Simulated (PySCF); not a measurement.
C4H9O4P (SMILES CCOP1(=O)OCCO1)

```json
{"atom": "C", "x (Å)": "2.3523", "y (Å)": "-0.9717", "z (Å)": "-0.0264"}
{"atom": "C", "x (Å)": "2.0762", "y (Å)": "0.4861", "z (Å)": "-0.3471"}
{"atom": "O", "x (Å)": "0.6865", "y (Å)": "0.7138", "z (Å)": "-0.5461"}
{"atom": "P", "x (Å)": "-0.2509", "y (Å)": "0.6896", "z (Å)": "0.7567"}
{"atom": "O", "x (Å)": "0.4004", "y (Å)": "1.0733", "z (Å)": "1.9938"}
{"atom": "O", "x (Å)": "-0.9764", "y (Å)": "-0.7620", "z (Å)": "0.7352"}
{"atom": "C", "x (Å)": "-2.1611", "y (Å)": "-0.7413", "z (Å)": "-0.0265"}
{"atom": "C", "x (Å)": "-2.3507", "y (Å)": "0.7068", "z (Å)": "-0.5371"}
{"atom": "O", "x (Å)": "-1.5274", "y (Å)": "1.5269", "z (Å)": "0.2615"}
{"atom": "H", "x (Å)": "2.0068", "y (Å)": "-1.6106", "z (Å)": "-0.8358"}
{"atom": "H", "x (Å)": "1.8194", "y (Å)": "-1.2398", "z (Å)": "0.8841"}
{"atom": "H", "x (Å)": "3.4180", "y (Å)": "-1.1254", "z (Å)": "0.1208"}
{"atom": "H", "x (Å)": "2.5558", "y (Å)": "0.7916", "z (Å)": "-1.2808"}
{"atom": "H", "x (Å)": "2.4251", "y (Å)": "1.1207", "z (Å)": "0.4723"}
{"atom": "H", "x (Å)": "-2.9868", "y (Å)": "-1.0457", "z (Å)": "0.6245"}
{"atom": "H", "x (Å)": "-2.0733", "y (Å)": "-1.4464", "z (Å)": "-0.8574"}
{"atom": "H", "x (Å)": "-3.3795", "y (Å)": "1.0537", "z (Å)": "-0.4262"}
{"atom": "H", "x (Å)": "-2.0432", "y (Å)": "0.7867", "z (Å)": "-1.5839"}
```

Geometry: GFN2-xTB.

Theory: PBE0/pcSseg-1, SCF density, gas phase, non-relativistic in PySCF.

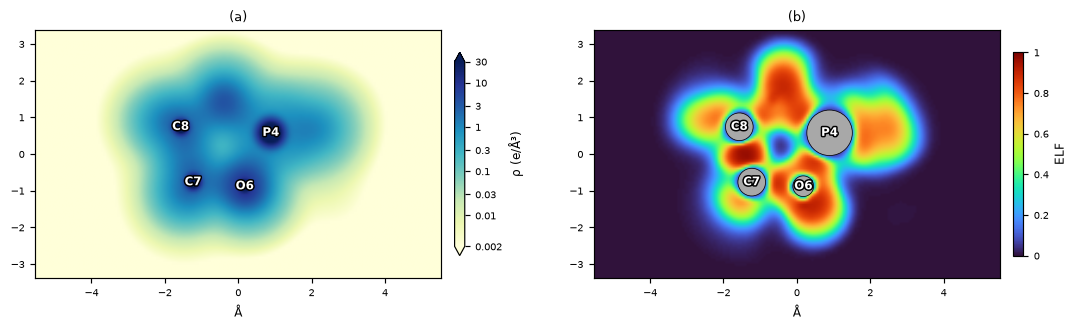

Figure 1. (a) electron density; (b) electron localisation function on the plane of atoms P4, O6 and C7. Grey discs cover the atomic cores in the ELF map.

> Read the bonding off the picture.

The section cuts through P, O and C sites. C–O (1.41 Å): ρ is about 2 e/Å³ halfway, with its minimum of 1.7 e/Å³ about 0.5 Å from C; the ELF peaks at about 0.90 between the atoms (a polar covalent bond). C–C (1.55 Å): ρ is about 1.7 e/Å³ halfway; the ELF peaks at about 0.95 between the atoms (a shared electron pair). P–O (1.62 Å): the density is about 1.4 e/Å³ at the midpoint; the ELF peaks at about 0.85 between the atoms (a shared but strongly polarised pair). The ELF also peaks beside O6 and O9, away from the bonds: lone-pair regions.

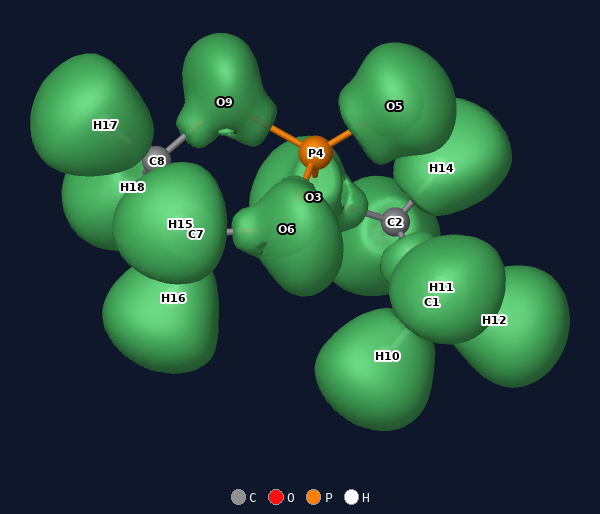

Figure 2. Isosurface of the ELF at 0.75 (green), seen at an oblique angle. Only the valence region is drawn (cores and ρ < 0.01 e/Å³ removed).

> Identify the bonds, lone pairs and shells in this picture.

At this value the surface marks out two regions between bonded C–C atoms (shared pairs), nine regions around hydrogen nuclei and four regions on O in which the atom's valence shell and bonds are merged. Profiles from the grid: P–O (1.45 Å): the ELF peaks at about 0.80 between the atoms (a polar covalent bond).

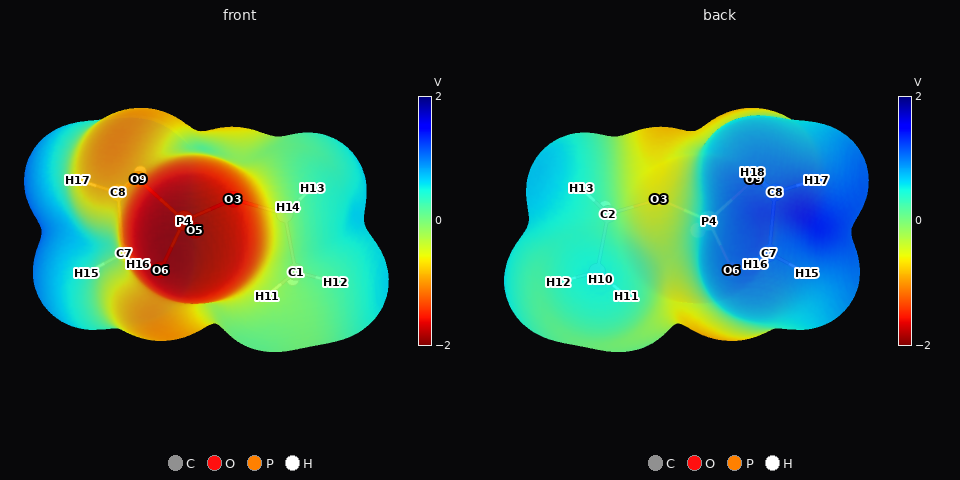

Figure 3. The electrostatic potential painted on the density surface at 0.001 e/bohr³, seen from the front and from behind; the colour scale runs from red (negative) to blue (positive).

> Describe the electrostatic potential map.

The most negative region (about −1.9 V) lies over O5, the most positive (about +1.4 V) over C7 and C8. O5 is the likeliest acceptor of a hydrogen bond.

> How polar is the molecule by this calculation?

Its dipole moment is 4.34 D.
